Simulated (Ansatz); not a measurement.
```xyz
48
Lattice="5.6657 0.0000 -5.6657 0.0000 -5.6657 5.6657 -11.3310 -11.3310 -11.3310" Properties=species:S:1:pos:R:3 pbc="T T T"
Al    0.0001   -2.8359   -2.8359
Al   -5.6654  -14.1671   -8.5014
Al   -5.6656   -8.5016   -2.8358
Al    2.8298   -5.6656   -2.8359
Al   -2.8359  -11.3313   -2.8358
Al   -8.5014  -11.3311   -8.5014
Al    2.8298   -2.8359   -5.6656
Al   -2.8359   -8.5016   -5.6655
Al   -8.5014  -14.1671   -5.6654
Ga    0.0010   -5.6647   -5.6648
Ga  -11.3301  -11.3301  -11.3301
Ga   -5.6646  -11.3303   -5.6645
Ga   -0.0009   -5.6666   -0.0008
Ga   -5.6663  -11.3320  -11.3321
Ga   -5.6665   -5.6665   -5.6665
Ga   -2.8305   -8.4962    0.0001
Ga   -2.8303   -8.4960  -11.3311
Ga   -8.4958  -14.1615  -11.3309
Ga   -2.8303  -11.3311   -8.4960
Ga   -2.8305   -5.6656   -2.8305
Ga   -8.4958  -11.3310  -14.1615
Ga    0.0001   -8.4962   -2.8305
Ga   -5.6653  -14.1615  -14.1615
Ga   -5.6654   -8.4960   -8.4960
As    1.4163   -1.4169   -1.4169
As   -4.2492  -12.7481   -7.0824
As   -4.2493   -7.0825   -1.4169
As    4.2488   -4.2494   -1.4169
As   -1.4168   -9.9150   -1.4169
As   -7.0824   -9.9149   -7.0824
As    4.2488   -1.4169   -4.2494
As   -1.4168   -7.0825   -4.2494
As   -7.0824  -12.7481   -4.2491
As    1.4166   -4.2491   -4.2492
As   -4.2490   -9.9147   -4.2490
As   -9.9145   -9.9145   -9.9145
As    1.4172   -4.2485    1.4172
As   -4.2482   -9.9139   -9.9139
As   -4.2483   -4.2483   -4.2483
As   -1.4158   -7.0815    1.4176
As   -1.4157   -7.0814   -9.9135
As   -7.0813  -12.7470   -9.9135
As   -1.4157   -9.9135   -7.0814
As   -1.4158   -4.2480   -1.4159
As   -7.0813  -15.5792   -7.0813
As    1.4177   -7.0815   -1.4159
As   -4.2478   -7.0814   -7.0814
As   -9.9135  -12.7470   -7.0813
```

Space group R3m; a generated structure, not necessarily the stable one.

Method: Ansatz 0.2.0, DFT PBEsol, scalar-relativistic, plane waves, PAW.

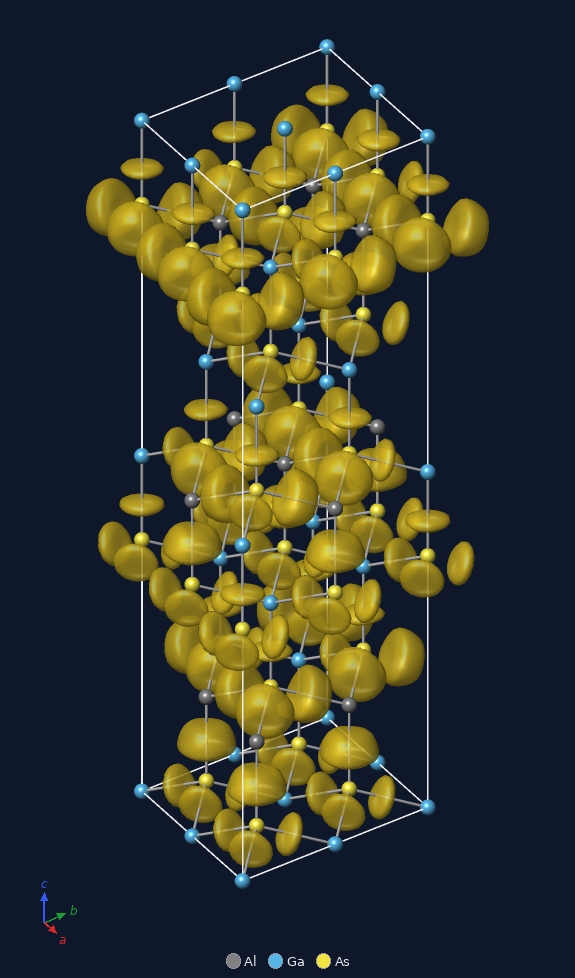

Al3Ga5As8. Isosurface of the electron localisation function at 0.7 (yellow), seen at an oblique angle. Only the valence region is drawn (cores and ρ < 0.01 e/Å³ removed). Sticks mark near contacts.

In a PAW calculation such maps are meaningful between the atoms, not at the nuclei.

> What do the ELF domains correspond to?

At this value the surface marks out 36 regions between bonded Al–As atoms (shared pairs) and 60 regions between bonded As–Ga atoms (shared pairs), counted in one cell of 48 atoms. Regions shared between cells count once.

Values along the shortest contacts:
Al–As (2.45 Å): the ELF peaks at about 0.90 between the atoms: localised, covalent bonding. Ga–As (2.45 Å): the ELF peaks at about 0.75 between the atoms, as expected for a covalent bond.
